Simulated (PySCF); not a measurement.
**S2F2 (Thio-thionyl fluoride): wB97X-V/STO-6G**

What is the vertical ionisation energy of S2F2 (Thio-thionyl fluoride) at wB97X-V/STO-6G? The job is set up through a Python script.

Program for the calculation: PySCF 2.14.0.

8 further runs of the same task are left out: 8 set aside as unsound or not needed.

## 1. The structure to begin with

The species is S2F2 (4 atoms), meant as a singlet with charge 0. SMILES: `FS(F)=S`. The coordinates come from a PBE0-D4/def2-TZVP relaxation.

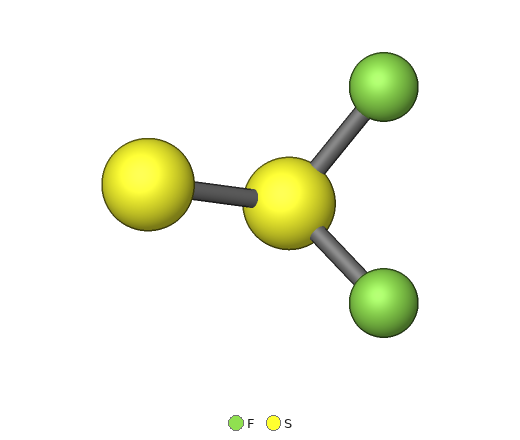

Viewed from a chosen angle; fluorine green, sulfur yellow.

## 2. The energy at wB97X-V/STO-6G

Input file calc.py:

```python
# Thio-thionyl fluoride
from pyscf import gto, dft

mol = gto.Mole()
mol.atom = [
    ('F', (0.734930, 0.336790, 1.199050)),
    ('S', (-0.480890, -0.090070, 0.240730)),
    ('F', (0.313460, -1.382440, -0.286190)),
    ('S', (-0.567510, 1.135710, -1.153590)),
]
mol.verbose = 4
mol.charge = 0
mol.spin = 0
mol.basis = 'sto-6g'
mol.max_memory = 1860
mol.build()

mf = dft.RKS(mol)
mf.xc = 'wb97x-v'
mf.grids.level = 5
mf.nlcgrids.level = 1
mf.conv_tol = 1e-10
mf.kernel()
if not mf.converged:
    mf = mf.newton().run(mf.mo_coeff, mf.mo_occ)

energy = mf.e_tot
print(f'total energy: {energy:.8f} hartree')
```

Launch:

```
$ OMP_NUM_THREADS=1 python calc.py
```

The program printed:

```text
PySCF version 2.14.0

[INPUT] num. atoms = 4
[INPUT] num. electrons = 50
[INPUT] charge = 0
[INPUT] spin (= nelec alpha-beta = 2S) = 0
[INPUT] symmetry False subgroup None
[INPUT] Mole.unit = angstrom
[INPUT] Symbol           X                Y                Z      unit          X                Y                Z       unit  Magmom
[INPUT]  1 F      0.734930000000   0.336790000000   1.199050000000 AA    1.388816420727   0.636440861492   2.265876109660 Bohr   0.0
[INPUT]  2 S     -0.480890000000  -0.090070000000   0.240730000000 AA   -0.908750396042  -0.170207632040   0.454913769967 Bohr   0.0
[INPUT]  3 F      0.313460000000  -1.382440000000  -0.286190000000 AA    0.592353551006  -2.612432983644  -0.540820719589 Bohr   0.0
[INPUT]  4 S     -0.567510000000   1.135710000000  -1.153590000000 AA   -1.072438472952   2.146180856930  -2.179969160037 Bohr   0.0

nuclear repulsion = 240.671041824325
number of shells = 16
number of NR pGTOs = 168
number of NR cGTOs = 28
basis = sto-6g
ecp = {}

******** <class 'pyscf.dft.rks.RKS'> ********
method = RKS
initial guess = minao
damping factor = 0
level_shift factor = 0
DIIS = <class 'pyscf.scf.diis.CDIIS'>
diis_start_cycle = 1
diis_space = 8
diis_damp = 0
SCF conv_tol = 1e-10
SCF conv_tol_grad = None
SCF max_cycles = 50
direct_scf = True
direct_scf_tol = 1e-13
XC library pyscf.dft.libxc version 7.0.0
    S. Lehtola, C. Steigemann, M. J.T. Oliveira, and M. A.L. Marques.,  SoftwareX 7, 1–5 (2018)
XC functionals = wb97x-v
    N. Mardirossian and M. Head-Gordon.,  Phys. Chem. Chem. Phys. 16, 9904-9924 (2014)
radial grids:
    Treutler-Ahlrichs [JCP 102, 346 (1995); DOI:10.1063/1.469408] (M4) radial grids

becke partition: Becke, JCP 88, 2547 (1988); DOI:10.1063/1.454033
pruning grids: <function nwchem_prune>
grids dens level: 5
symmetrized grids: False
atomic radii adjust function: <function treutler_atomic_radii_adjust>
** Following is NLC and NLC Grids **
NLC functional = wb97x-v
radial grids:
    Treutler-Ahlrichs [JCP 102, 346 (1995); DOI:10.1063/1.469408] (M4) radial grids

becke partition: Becke, JCP 88, 2547 (1988); DOI:10.1063/1.454033
pruning grids: <function nwchem_prune>
grids dens level: 1
symmetrized grids: False
atomic radii adjust function: <function treutler_atomic_radii_adjust>
small_rho_cutoff = 0
Set gradient conv threshold to 1e-05
Initial guess from minao.
tot grids = 173856
tot grids = 23232
init E= -992.373687060486
  HOMO = -0.299821456868182  LUMO = -0.0101880850533531  gap/eV = 7.88133
cycle= 1 E= -991.696984196927  delta_E= 0.677  |g|= 0.691  |ddm|= 3.12
  HOMO = -0.154454546518029  LUMO = 0.128047271161491  gap/eV = 7.68727
cycle= 2 E= -991.840156204597  delta_E= -0.143  |g|= 0.399  |ddm|= 1.94
  HOMO = -0.201426718930703  LUMO = 0.199448079121254  gap/eV = 10.90836
cycle= 3 E= -991.903463663533  delta_E= -0.0633  |g|= 0.0554  |ddm|= 0.779
  HOMO = -0.187126448389827  LUMO = 0.195245681636924  gap/eV = 10.40488
cycle= 4 E= -991.904862547037  delta_E= -0.0014  |g|= 0.0105  |ddm|= 0.126
  HOMO = -0.189444558447478  LUMO = 0.198798544110795  gap/eV = 10.56463
cycle= 5 E= -991.904993132592  delta_E= -0.000131  |g|= 0.0031  |ddm|= 0.0478
  HOMO = -0.188867531914037  LUMO = 0.198088371305788  gap/eV = 10.52961
cycle= 6 E= -991.905004439921  delta_E= -1.13e-05  |g|= 0.000252  |ddm|= 0.0172
  HOMO = -0.188911635515092  LUMO = 0.198117483559003  gap/eV = 10.53160
cycle= 7 E= -991.905004527783  delta_E= -8.79e-08  |g|= 5.01e-05  |ddm|= 0.00156
  HOMO = -0.188912425557391  LUMO = 0.198120913808836  gap/eV = 10.53171
cycle= 8 E= -991.905004531386  delta_E= -3.6e-09  |g|= 1.21e-05  |ddm|= 0.000259
  HOMO = -0.18891342853359  LUMO = 0.198121251015328  gap/eV = 10.53175
cycle= 9 E= -991.905004531642  delta_E= -2.56e-10  |g|= 2.45e-06  |ddm|= 8.29e-05
  HOMO = -0.188913853447456  LUMO = 0.198121220983668  gap/eV = 10.53176
cycle= 10 E= -991.905004531651  delta_E= -9.55e-12  |g|= 8.04e-07  |ddm|= 1.42e-05
  HOMO = -0.188913944876031  LUMO = 0.198121262270572  gap/eV = 10.53176
Extra cycle  E= -991.905004531651  delta_E= 2.27e-13  |g|= 4.67e-07  |ddm|= 2.89e-06
converged SCF energy = -991.905004531651
total energy: -991.90500453 hartree
```

Run time: 34 s. Hardware: 1 thread of Arm Neoverse V1, shared host; peak memory 0.23 GiB.

## 3. The doublet cation

Input file calc.py:

```python
from pyscf import gto, dft

mol = gto.Mole()
mol.atom = [
    ('F', (0.734930, 0.336790, 1.199050)),
    ('S', (-0.480890, -0.090070, 0.240730)),
    ('F', (0.313460, -1.382440, -0.286190)),
    ('S', (-0.567510, 1.135710, -1.153590)),
]
mol.spin = 1
mol.charge = 1
mol.verbose = 3
mol.max_memory = 1860
mol.basis = 'sto-6g'
mol.build()

mf = dft.UKS(mol, xc='wb97x-v')
mf.nlcgrids.level = 1
mf.grids.level = 5
mf.conv_tol = 1e-10
mf.kernel()
if not mf.converged:
    mf = mf.newton().run(mf.mo_coeff, mf.mo_occ)

energy = mf.e_tot
print('E = %.10f Eh' % energy)
```

Launch:

```
$ OMP_NUM_THREADS=1 python calc.py
```

The program printed:

```text
WARN: HOMO -0.29982145686818 >= LUMO -0.299821456868177

converged SCF energy = -991.680020962948  <S^2> = 0.75301247  2S+1 = 2.0030102
E = -991.6800209629 Eh
```

Run time: 45 s. Hardware: 1 thread of Arm Neoverse V1, shared host; peak memory 0.24 GiB.

## 4. What came out

Level: wB97X-V/STO-6G.

| quantity | value |
| --- | --- |
| singlet S2F2: total energy | -991.90500 Eh |
| singlet S2F2: dipole moment | 1.96 D |
| singlet S2F2: HOMO energy | -5.14 eV |
| singlet S2F2: LUMO energy | 5.39 eV |
| singlet S2F2: HOMO–LUMO gap | 10.53 eV |
| doublet cation: total energy | -991.68002 Eh |
| doublet cation: HOMO energy (highest over α and β) | -15.29 eV |
| doublet cation: LUMO energy (lowest over α and β) | -7.08 eV |
| doublet cation: ⟨S²⟩ | 0.753 |
| vertical ionisation energy (to the doublet cation) | 6.122 eV |

In words: Removing an electron at fixed nuclei costs 6.12 eV (591 kJ/mol). The negative HOMO energy of the first species, 5.14 eV, lies 0.98 eV below that difference. In a minimal basis such a difference can be off by several eV, whatever the method. Mulliken charges (doublet cation) run from -0.05 on F1 to +0.76 on S2.
